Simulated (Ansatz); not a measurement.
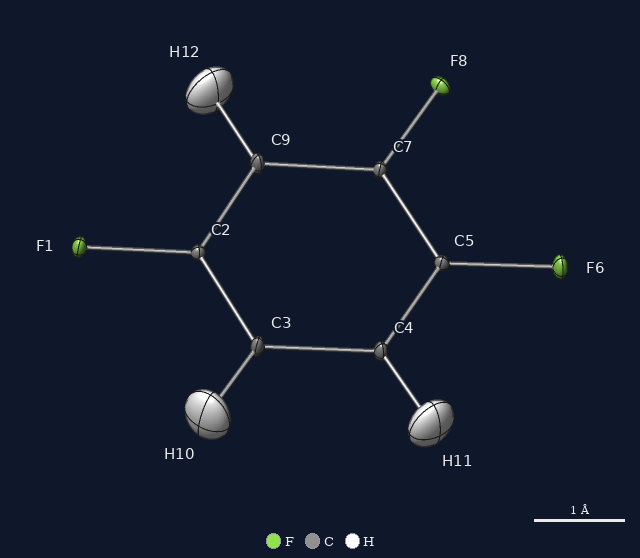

Displacement ellipsoids at the 50 % level, enlarged 1.5 times, from the internal vibrations of the free molecule (harmonic, no overall translation or rotation; no half-axis is drawn under 0.075 Å). Vibrations computed with RKS PBE0-D4/def2-TZVP (Ansatz 0.2.0). Temperature: 298 K.

Give the displacement parameters, one line for each set of equivalent atoms.

```tsv
atom	U_eq (Å²)	rms amplitudes (Å)
F1	0.0028	0.036, 0.045, 0.070
C2	0.0017	0.036, 0.036, 0.051
C3	0.0028	0.034, 0.042, 0.075
C4	0.0025	0.034, 0.041, 0.068
C5	0.0019	0.034, 0.038, 0.055
F6	0.0035	0.037, 0.053, 0.080
C7	0.0020	0.034, 0.038, 0.058
F8	0.0025	0.038, 0.054, 0.057
C9	0.0028	0.034, 0.042, 0.075
H10	0.0176	0.081, 0.123, 0.176
H11	0.0163	0.080, 0.123, 0.165
H12	0.0168	0.081, 0.126, 0.167
```
